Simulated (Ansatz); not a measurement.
**One shape, several levels: AlF3 (SMILES [F][Al]([F])[F])**

Wanted: a comparison of 6 runs (HF/STO-3G, B3LYP/STO-3G, PBE0/STO-3G, UB3LYP/STO-3G, r2SCAN0/STO-3G, UMP2/STO-3G) of AlF3. 

Program for the calculation: Ansatz 0.2.0.

38 further runs of the same task are left out: 6 that didn't finish, 32 set aside as unsound or not needed.

## (1) Starting point

AlF3 has 4 atoms, charge 0, and is taken as a singlet. As SMILES, `[F][Al]([F])[F]`. The F3–Al1 distance was set to 2.039 Å, away from the relaxed value.

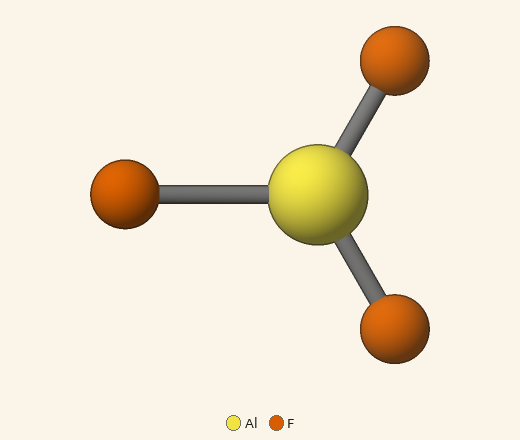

The structure, seen from a chosen angle (aluminium yellow, fluorine orange).

## (2) The energy at HF/STO-3G (run 1)

Input file run.yaml:

```yaml
basis:
  gaussian:
    orbitals: STO-3G
crystal:
  periodic: [false, false, false]
  atoms:
    - symbol: Al
      position_ang: [0.197650, -0.356888, 0.002585]
    - symbol: F
      position_ang: [1.828690, -0.383688, 0.017335]
    - symbol: F
      position_ang: [-0.791540, 1.425990, -0.016640]
    - symbol: F
      position_ang: [-0.641250, -1.755208, 0.008245]
magnetization:
  spin_polarized: false
hamiltonian:
  xc: hf
accuracy: high
```

Command:

```console
$ ansatz run run.yaml --threads 1 --pin off --max-ram 2610MiB --events-out events.jsonl --progress --plain --runs-dir runs
```

Standard output:

```text
Warning: RAYON_NUM_THREADS=1 ignored (pool sized by the plan → 1); use --threads N
Functional definition: HF
  name "HF"
  exchange = exact_x
  correlation = 0
432 factors; integrals over basis functions are off by at most 4.3e-8 eV
mean field evaluation 1: about -14503.0891 eV, gradient 3.1e1 eV
mean field evaluation 2: about -14503.1130 eV, gradient 3.1e1 eV
mean field evaluation 4: about -14508.1098 eV, gradient 1.3e0 eV
mean field evaluation 8: about -14508.1179 eV, gradient 8.5e-5 eV
mean field -14508.11794055 eV, -533.1635003598 hartree, gradient 1.5e-8 eV, S^2 0.000000; 0 other end points of the search recorded, 0 dependent functions left out
reference -14508.11794055 eV, -533.1635003598 hartree; 20, 20 occupied and 4, 4 virtual orbitals, 432 factors
Total energy: -14508.11794055 eV, -533.1635003598 hartree
```

It took 0.14 s on 1 thread of Arm Neoverse V1, shared host.

## (3) The energy at B3LYP/STO-3G (run 2)

Input file in.yaml:

```yaml
crystal:
  periodic: [false, false, false]
  atoms:
    - symbol: Al
      position_ang: [0.197650, -0.356888, 0.002585]
    - symbol: F
      position_ang: [1.828690, -0.383688, 0.017335]
    - symbol: F
      position_ang: [-0.791540, 1.425990, -0.016640]
    - symbol: F
      position_ang: [-0.641250, -1.755208, 0.008245]
basis:
  gaussian:
    orbitals: STO-3G
hamiltonian:
  xc: {name: B3LYP}
accuracy: high
```

Command:

```console
$ ansatz run in.yaml --threads 1 --pin off --max-ram 2610MiB --events-out events.jsonl --progress --plain --runs-dir runs
```

Standard output:

```text
Warning: RAYON_NUM_THREADS=1 ignored (pool sized by the plan → 1); use --threads N
Functional definition: B3LYP
  name "B3LYP"
  parameter a0 = 0.2
  parameter ax = 0.72
  parameter ac = 0.81
  exchange = (1 - a0 - ax)*slater_x + ax*b88_x + a0*exact_x
  correlation = (1 - ac)*vwn_rpa_c + ac*lyp_c
432 factors; integrals over basis functions are off by at most 4.3e-8 eV
mean field evaluation 1: about -14544.9521 eV, gradient 3.3e1 eV
mean field evaluation 2: about -14513.8625 eV, gradient 1.1e2 eV
mean field evaluation 4: about -14549.8086 eV, gradient 8.9e0 eV
mean field evaluation 8: about -14550.1256 eV, gradient 3.5e-2 eV
mean field evaluation 16: about -14550.1256 eV, gradient 1.5e-7 eV
mean field -14550.12564256 eV, -534.7072549349 hartree, gradient 3.3e-8 eV, S^2 0.000000; 0 other end points of the search recorded, 0 dependent functions left out
reference -14550.12566330 eV, -534.7072556970 hartree; 20, 20 occupied and 4, 4 virtual orbitals, 432 factors
Total energy: -14550.12566330 eV, -534.7072556970 hartree
```

Run time: 1.4 s. Hardware: 1 thread of Arm Neoverse V1, shared host; peak memory 0.099 GiB.

Runs 3 to 5 aren't shown in full; the table further down has their settings and results.

## (4) The energy at UMP2/STO-3G (run 6)

Input file run.yaml:

```yaml
basis:
  gaussian:
    orbitals: STO-3G
crystal:
  periodic: [false, false, false]
  atoms:
    - {symbol: Al, position_ang: [0.197650, -0.356888, 0.002585]}
    - {symbol: F, position_ang: [1.828690, -0.383688, 0.017335]}
    - {symbol: F, position_ang: [-0.791540, 1.425990, -0.016640]}
    - {symbol: F, position_ang: [-0.641250, -1.755208, 0.008245]}
magnetization:
  spin_polarized: true
correlation:
  method: mp2
  frozen_orbitals: {Al: 5, F: 1}
accuracy: high
```

Command:

```console
$ ansatz run run.yaml --threads 1 --pin off --max-ram 2610MiB --events-out events.jsonl --progress --plain --runs-dir runs
```

Standard output, shortened:

```text
Warning: RAYON_NUM_THREADS=1 ignored (pool sized by the plan → 1); use --threads N
Functional definition: HF
  name "HF"
[...]
432 factors; integrals over basis functions are off by at most 4.3e-8 eV
[...]
mean field -14508.12786862 eV, -533.1638652097 hartree, gradient 2.6e-8 eV, S^2 0.090778; 3 other end points of the search recorded, 0 dependent functions left out
8 core orbitals not correlated: weight in the atoms' cores, before any rotation towards them, 1.000 or more for the frozen orbitals, at most 0.000 for the correlated occupied ones
reference -14508.12786862 eV, -533.1638652097 hartree; 12, 12 occupied and 4, 4 virtual orbitals, 432 factors
second order -2.07067287 eV of doubles, -0.00000000 eV of singles
Total energy: -14510.19854149 eV, -533.2399610339 hartree
```

It took 0.28 s on 1 thread of Arm Neoverse V1, shared host.

## (5) All runs side by side

| run | level | frozen core orbitals | energy (Eh) | wall time |
| --- | --- | --- | --- | --- |
| 1 | HF/STO-3G | – | -533.163500 | 0.14 s |
| 2 | B3LYP/STO-3G | – | -534.707256 | 1.4 s |
| 3 | PBE0/STO-3G | – | -534.376212 | 1.3 s |
| 4 | UB3LYP/STO-3G | – | -534.707256 | 2.2 s |
| 5 | r2SCAN0/STO-3G | – | -534.616529 | 3.3 s |
| 6 | UMP2/STO-3G | 8 | -533.239961 | 0.28 s |

## (6) Outcome

```
                                          quantity          value
                               run 6: total energy  -533.23996 Eh
run 6: correlation energy (8 core orbitals frozen)      -76.1 mEh
          run 6: ⟨S²⟩ of the reference determinant          0.091
```

**Reading.** Totals of different functionals can't be ranked against each other. In runs 1, 2, 3, 4, 5, 6 the basis is minimal, so the values are rough. All runs together took 8.6 s, the longest 3.3 s.
